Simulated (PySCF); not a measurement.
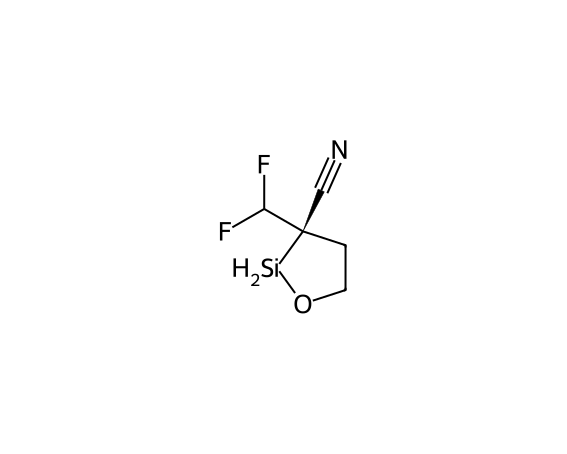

Figure made from data computed with PySCF.

2D structure.

Transcribe the drawing into SMILES.

N#C[C@@]1(C(F)F)CCO[SiH2]1

Give the formula, hydrogens included.

C5H7F2NOSi.

An optimisation with PBE0-D3(BJ)/def2-SVP gave a structure of which point group?

C1.
